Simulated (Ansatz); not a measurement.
# SiH3Cl (chlorosilane): levels of theory compared

We compute a comparison of 6 runs (BHLYP/STO-3G, HSE06/STO-3G, PBE/STO-3G, UPBE/STO-3G, RPA@PBE/STO-3G, CCSDT/STO-3G) of SiH3Cl (chlorosilane). 

The calculation is run with Ansatz 0.2.0.

53 further runs of the same task are left out: 4 that didn't finish, 49 set aside as unsound or not needed.

## Step 1: The system as given

SiH3Cl: 5 atoms, total charge 0, spin state singlet. SMILES: `[SiH3]Cl`. The H4–Si1 distance was set to 3.702 Å, away from the relaxed value. At this shape a bond of the SMILES string is far longer than usual.

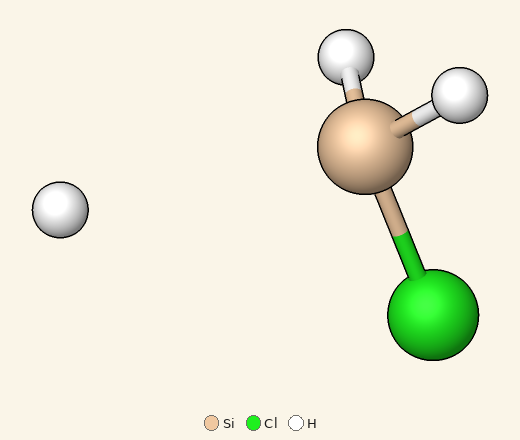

Viewed from a chosen angle; silicon light orange, chlorine green, hydrogen white.

## Step 2: A single-point energy at BHLYP/STO-3G (run 1)

input.yaml

```yaml
crystal:
  periodic: [false, false, false]
  atoms:
    - {symbol: Si, position_ang: [0.522055, 0.925058, 1.895116]}
    - {symbol: Cl, position_ang: [2.472355, 0.392958, 2.255916]}
    - {symbol: H, position_ang: [-0.316845, 0.418158, 3.005116]}
    - {symbol: H, position_ang: [-0.534700, -0.585700, -1.314900]}
    - {symbol: H, position_ang: [0.443255, 2.401858, 1.821316]}
basis:
  gaussian:
    orbitals: STO-3G
magnetization:
  spin_polarized: false
  initial_magnetization: 0
hamiltonian:
  xc: {name: BHLYP}
accuracy: high
```

Run with:

```sh
$ ansatz run input.yaml --threads 1 --pin off --max-ram 2610MiB --events-out events.jsonl --progress --plain --runs-dir runs
```

The log of the run:

```text
Warning: RAYON_NUM_THREADS=1 ignored (pool sized by the plan → 1); use --threads N
Functional definition: BHLYP
  name "BHLYP"
  parameter a = 0.5
  exchange = (1 - a)*b88_x + a*exact_x
  correlation = lyp_c
359 factors; integrals over basis functions are off by at most 1.1e-8 eV
mean field evaluation 1: about -20205.1495 eV, gradient 2.3e1 eV
mean field evaluation 2: about -20202.3700 eV, gradient 2.8e1 eV
mean field evaluation 4: about -20213.7793 eV, gradient 1.0e1 eV
mean field evaluation 8: about -20213.7795 eV, gradient 1.0e1 eV
mean field evaluation 16: about -20214.5528 eV, gradient 5.3e-8 eV
mean field -20214.55278666 eV, -742.8711129939 hartree, gradient 5.3e-8 eV, S^2 0.000000; 0 other end points of the search recorded, 0 dependent functions left out
reference -20214.55280764 eV, -742.8711137648 hartree; 17, 17 occupied and 4, 4 virtual orbitals, 359 factors
Total energy: -20214.55280764 eV, -742.8711137648 hartree
```

Wall time 1.2 s (1 thread of Arm Neoverse V1, shared host); peak memory 0.096 GiB.

## Step 3: The energy at HSE06/STO-3G (run 2)

Changes to input.yaml since step 2:

```diff
@@ -11,7 +11,4 @@
     orbitals: STO-3G
-magnetization:
-  spin_polarized: false
-  initial_magnetization: 0
+accuracy: high
 hamiltonian:
-  xc: {name: BHLYP}
-accuracy: high
+  xc: {name: HSE06}
```

Run with:

```sh
$ ansatz run input.yaml --threads 1 --pin off --max-ram 2610MiB --events-out events.jsonl --progress --plain --runs-dir runs
```

The log of the run:

```text
Warning: RAYON_NUM_THREADS=1 ignored (pool sized by the plan → 1); use --threads N
Functional definition: HSE06
  name "HSE06"
  parameter a = 0.25
  parameter omega = 0.11/bohr
  exchange = pbe_x - a*pbe_x_sr(omega) + a*exact_x_sr(omega)
  correlation = pbe_c
359 factors; integrals over basis functions are off by at most 1.1e-8 eV
62 factors; integrals over basis functions are off by at most 1.6e-9 eV
mean field evaluation 1: about -20196.8067 eV, gradient 2.6e1 eV
mean field evaluation 2: about -20191.8471 eV, gradient 3.7e1 eV
mean field evaluation 4: about -20198.7727 eV, gradient 1.3e1 eV
mean field evaluation 8: about -20207.4056 eV, gradient 5.4e0 eV
mean field evaluation 16: about -20207.5400 eV, gradient 1.7e-3 eV
mean field -20207.53997874 eV, -742.6133970561 hartree, gradient 1.4e-8 eV, S^2 0.000000; 0 other end points of the search recorded, 0 dependent functions left out
reference -20207.53998075 eV, -742.6133971301 hartree; 17, 17 occupied and 4, 4 virtual orbitals, 359 factors
Total energy: -20207.53998075 eV, -742.6133971301 hartree
```

Run time: 1.6 s. Hardware: 1 thread of Arm Neoverse V1, shared host; peak memory 0.097 GiB.

Runs 3 to 5 aren't shown in full; the table further down has their settings and results.

## Step 4: A single-point energy at CCSDT/STO-3G (run 6)

in.yaml

```yaml
crystal:
  periodic: [false, false, false]
  atoms:
    - {symbol: Si, position_ang: [0.522055, 0.925058, 1.895116]}
    - {symbol: Cl, position_ang: [2.472355, 0.392958, 2.255916]}
    - {symbol: H, position_ang: [-0.316845, 0.418158, 3.005116]}
    - {symbol: H, position_ang: [-0.534700, -0.585700, -1.314900]}
    - {symbol: H, position_ang: [0.443255, 2.401858, 1.821316]}
basis:
  gaussian: {orbitals: STO-3G}
correlation: {method: ccsdt, frozen_orbitals: {Cl: 5, H: 0, Si: 5}}
accuracy: high
scf: {omitted_lower_state_checks: [cluster_reference, increment]}
```

Run with:

```sh
$ ansatz run in.yaml --threads 1 --pin off --max-ram 2610MiB --events-out events.jsonl --progress --plain --runs-dir runs
```

The log of the run:

```text
Warning: RAYON_NUM_THREADS=1 ignored (pool sized by the plan → 1); use --threads N
[... 12 lines left out ...]
10 core orbitals not correlated: weight in the atoms' cores, before any rotation towards them, 1.000 or more for the frozen orbitals, at most 0.000 for the correlated occupied ones
[... 33 lines left out ...]
WARN: these amplitudes may be one of several solutions (largest doubles amplitude 0.91, level shift 13.41 eV)
Total energy: -20187.04998446 eV, -741.8604036550 hartree
Checks for a lower state left out: cluster_reference, increment
```

Run time: 0.33 s. Hardware: 1 thread of Arm Neoverse V1, shared host.

## Step 5: The series

```tsv
run	level	frozen core orbitals	energy (Eh)	wall time
1	BHLYP/STO-3G	–	-742.871114	1.2 s
2	HSE06/STO-3G	–	-742.613397	1.6 s
3	PBE/STO-3G	–	-742.538640	1.5 s
4	UPBE/STO-3G	–	-742.592151	4.8 s
5	RPA@PBE/STO-3G	10	-741.855804	2.7 s
6	CCSDT/STO-3G	10	-741.860404	0.33 s
```

## Step 6: Outcome

```
                                           quantity          value
                                run 6: total energy  -741.86040 Eh
run 6: correlation energy (10 core orbitals frozen)     -259.6 mEh
                               run 6: T1 diagnostic          0.024
```

What this shows: Totals of different functionals can't be ranked against each other. In runs 5, 6 the log says that unrestricted orbitals would lower the reference, so the values rest on an unstable closed-shell determinant (other closed-shell runs at this shape may share the fault). In runs 1, 2, 3, 4, 5, 6 the basis is minimal, so the values are rough. In runs 1, 2, 3, 5 a closed-shell determinant meets a far-stretched bond, which it describes badly. Spin contamination of the reference: run 4 ⟨S²⟩ = 0.99. Where it is this large, the reference is a mixture of spin states, and values that rest on it are in doubt. All runs together took 12 s, the longest 4.8 s.
